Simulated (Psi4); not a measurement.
# UPBE/def2-TZVPPD run of O2F (SMILES [O]OF)

Aim: the vertical ionisation energy of O2F at UPBE/def2-TZVPPD, from 2 runs. The job is set up through a Python script.

Program for the calculation: Psi4 1.11.

1 further run of the same task is left out (set aside as unsound or not needed).

### Step 1. The molecule

O2F: 3 atoms, total charge 0, spin state doublet. As SMILES, `[O]OF`. Geometry: relaxed at PBE0-D4/def2-TZVP.

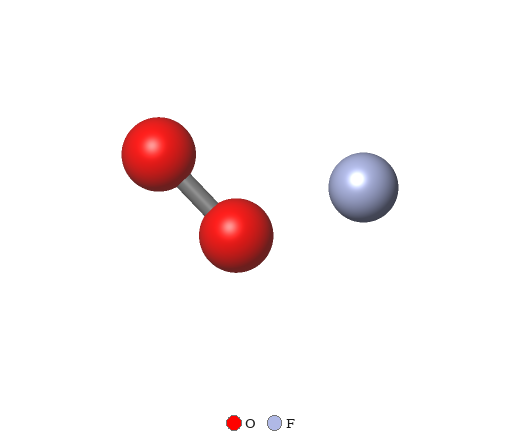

The structure, seen from a chosen angle (oxygen red, fluorine light blue).

### Step 2. Energy and forces at UPBE/def2-TZVPPD

job.py reads:

```python
import psi4

psi4.set_memory(1600000000)
psi4.set_num_threads(1)
psi4.core.set_output_file('run.log', False)

geom = psi4.geometry("""
0 2
O      0.933400    -0.295440     0.482240
O      0.133270     0.497870     0.127930
F     -1.066650    -0.202430    -0.610160
symmetry c1
""")

options = {'reference': 'uks', 'puream': True, 'e_convergence': 1e-09, 'd_convergence': 1e-08, 'scf_type': 'pk', 'dft_radial_points': 99, 'dft_spherical_points': 590, 'maxiter': 100}
psi4.set_options(options)

e, wfn = psi4.gradient('pbe/def2-TZVPPD', return_wfn=True)
print('gradient / Eh bohr^-1')
print(e.np.round(6))
print(f'energy = {wfn.energy():.10f} Eh')
```

Launch:

```
$ python job.py
```

run.log:

```text
[...]
  Running in c1 symmetry.
[...]
  Nuclear repulsion =   69.596692195353654
[...]
  Multiplicity = 2
[...]
  Nalpha       = 13
  Nbeta        = 12
[...]
    Number of basis functions: 120
[...]
   @UKS iter   1:  -249.89855411911412   -2.22949e-01   4.00231e-03 ADIIS/DIIS
[...]
   @UKS iter  14:  -249.96830654546559   -1.56319e-12   4.20538e-09 DIIS
[...]
   @S^2 Observed:                7.544448232E-01
[...]
    Orbital Energies [Eh]
    ---------------------
    Alpha Occupied:
       1A    -24.267060     2A    -19.005863     3A    -18.927496
       4A     -1.288081     5A     -1.061096     6A     -0.779726
       7A     -0.568921     8A     -0.557224     9A     -0.543756
      10A     -0.355408    11A     -0.346424    12A     -0.340069
      13A     -0.272167
    Alpha Virtual:
      14A     -0.182433    15A      0.024391    16A      0.033209
      17A      0.046568    18A      0.054696    19A      0.104730
      20A      0.105469    21A      0.110354    22A      0.130357
      23A      0.131296    24A      0.144587    25A      0.180368
[...]
  @UKS Final Energy:  -249.96830654546559
   => Energetics <=
    Nuclear Repulsion Energy =             69.5966921953536541
    One-Electron Energy =                -483.5535188599574781
    Two-Electron Energy =                 191.1725265127051330
    DFT Exchange-Correlation Energy =     -27.1840063935669320
    Empirical Dispersion Energy =           0.0000000000000000
    VV10 Nonlocal Energy =                  0.0000000000000000
    Total Energy =                       -249.9683065454655946
[...]
 Multipole Moments:
 ------------------------------------------------------------------------------------
     Multipole            Electronic (a.u.)      Nuclear  (a.u.)        Total (a.u.)
 ------------------------------------------------------------------------------------
 L = 1.  Multiply by 2.5417464519 to convert [e a0] to [Debye]
 Dipole X            :         -0.5140142            1.0974127            0.5833985
 Dipole Y            :          0.0438980            0.1816294            0.2255275
 Dipole Z            :          0.0000000           -0.0000000            0.0000000
 Magnitude           :                                                    0.6254730
[...]
  -Total Gradient:
     Atom            X                  Y                   Z
    ------   -----------------  -----------------  -----------------
       1       -0.026726096967     0.019933950813    -0.000000000000
       2        0.006694005143    -0.027162602808     0.000000000000
       3        0.020028593059     0.007220172916    -0.000000000000
[...]
```

On the terminal:

```text
gradient / Eh bohr^-1
[[-0.026726  0.019934 -0.      ]
 [ 0.006694 -0.027163  0.      ]
 [ 0.020029  0.00722  -0.      ]]
energy = -249.9683065455 Eh
```

Run time: 41 s. Hardware: 1 thread of AMD EPYC 7R43 (Zen 3), shared host; peak memory 0.71 GiB.

### Step 3. The singlet cation

fo2.xyz reads:

```xyz
3
FO2
O      0.933400    -0.295440     0.482240
O      0.133270     0.497870     0.127930
F     -1.066650    -0.202430    -0.610160
```

calc.py reads:

```python
import psi4

psi4.set_memory('1600 MB')
psi4.set_num_threads(1)
psi4.set_output_file('psi4.out', False)

with open('fo2.xyz') as f:
    atoms = ''.join(f.readlines()[2:])
geom = psi4.geometry('1 1\n' + atoms + 'symmetry c1\nno_reorient\nno_com')

options = {'reference': 'rks', 'puream': True, 'e_convergence': 1e-09, 'd_convergence': 1e-08, 'scf_type': 'pk', 'dft_radial_points': 99, 'dft_spherical_points': 590}
psi4.set_options(options)

e, wfn = psi4.gradient('pbe/def2-TZVPPD', return_wfn=True)
print('gradient / Eh bohr^-1')
print(e.np.round(6))
print(f'energy = {wfn.energy():.10f} Eh')
```

Launch:

```
$ python calc.py
```

psi4.out:

```text
[...]
  Running in c1 symmetry.
[...]
  Nuclear repulsion =   69.596692195353654
[...]
  Multiplicity = 1
[...]
  Nalpha       = 12
  Nbeta        = 12
[...]
    Number of basis functions: 120
[...]
   @RKS iter   1:  -249.36651855929011    3.09087e-01   4.99343e-03 DIIS/ADIIS
[...]
   @RKS iter  13:  -249.51625474288360   -2.38458e-11   9.89794e-09 DIIS
[...]
    Orbital Energies [Eh]
    ---------------------
    Doubly Occupied:
       1A    -24.656717     2A    -19.442233     3A    -19.355169
       4A     -1.677486     5A     -1.423784     6A     -1.147118
       7A     -0.939797     8A     -0.924572     9A     -0.912504
      10A     -0.709650    11A     -0.708017    12A     -0.688773
[...]
  @RKS Final Energy:  -249.51625474288360
   => Energetics <=
    Nuclear Repulsion Energy =             69.5966921953536541
    One-Electron Energy =                -473.9892276145948244
    Two-Electron Energy =                 181.5702809363468475
    DFT Exchange-Correlation Energy =     -26.6940002599892487
    Empirical Dispersion Energy =           0.0000000000000000
    VV10 Nonlocal Energy =                  0.0000000000000000
    Total Energy =                       -249.5162547428836035
[...]
 Multipole Moments:
 ------------------------------------------------------------------------------------
     Multipole            Electronic (a.u.)      Nuclear  (a.u.)        Total (a.u.)
 ------------------------------------------------------------------------------------
 L = 1.  Multiply by 2.5417464519 to convert [e a0] to [Debye]
 Dipole X            :          2.5769924           -2.0153740            0.5616184
 Dipole Y            :          0.5313983           -0.3825373            0.1488610
 Dipole Z            :          1.4787727           -1.1528841            0.3258886
 Magnitude           :                                                    0.6661668
[...]
  -Total Gradient:
     Atom            X                  Y                   Z
    ------   -----------------  -----------------  -----------------
       1        0.041476704552    -0.053876832151     0.016971403209
       2       -0.031294673287     0.068323302166    -0.009778016818
       3       -0.010184955208    -0.014454838500    -0.007195913713
[...]
```

Standard output:

```text
gradient / Eh bohr^-1
[[ 0.041477 -0.053877  0.016971]
 [-0.031295  0.068323 -0.009778]
 [-0.010185 -0.014455 -0.007196]]
energy = -249.5162547429 Eh
```

Wall time 48 s (1 thread of AMD EPYC 7R43 (Zen 3), shared host); peak memory 0.71 GiB.

### Step 4. Results

Level: UPBE/def2-TZVPPD.

| quantity | value |
| --- | --- |
| doublet O2F: total energy | -249.96831 Eh |
| doublet O2F: dipole moment | 1.59 D |
| doublet O2F: HOMO energy (highest over α and β) | -7.41 eV |
| doublet O2F: LUMO energy (lowest over α and β) | -5.63 eV |
| doublet O2F: ⟨S²⟩ | 0.754 |
| doublet O2F: largest force on an atom | 1.714 eV/Å |
| singlet cation: total energy | -249.51625 Eh |
| singlet cation: HOMO energy | -18.74 eV |
| singlet cation: LUMO energy | -17.22 eV |
| singlet cation: HOMO–LUMO gap | 1.52 eV |
| singlet cation: largest force on an atom | 3.897 eV/Å |
| vertical ionisation energy (to the singlet cation) | 12.301 eV |

**Reading.** The vertical ionisation energy comes to 12.30 eV (1187 kJ/mol). The largest force (doublet O2F) is 1.71 eV/Å: the shape isn't a stationary point for this species at this level. Only the singlet of the ionised species was computed; a triplet could lie lower.
